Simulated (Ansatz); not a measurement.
**MoS2, pressure series**

Consider MoS2 in the 3R-MoS2 type structure (space group R3m, No. 160; a = 3.153 Å, c = 17.994 Å (hexagonal axes); layered, stacked along the Cartesian z axis).

Cell and atoms are relaxed at each pressure.

Levels (all Ansatz, a program for electronic structure, PAW, earlier PAW set): PBE-D3(BJ) (420 eV, no spin-orbit coupling); r2SCAN+rVV10 (500 eV, scalar-relativistic without spin-orbit coupling).

The base cell above is that of PBE-D3(BJ); each level relaxes its own structures.

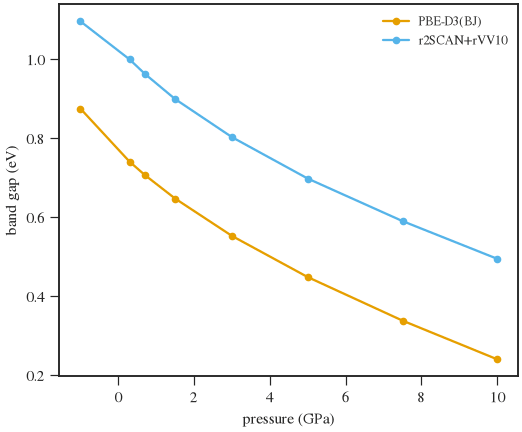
*Band gap under two levels*

How do the two levels compare along the series?

PBE-D3(BJ) lies below r2SCAN+rVV10 in every row, by 0.22 eV to 0.26 eV. They put the cases in the same order.

Load acts through the strain it causes; cell and atoms are relaxed under it. No phonon test of stability was made. Competing high-pressure phases were not computed. The zero or small gap of MoS2 under pressure 10 GPa can change with the level of theory.
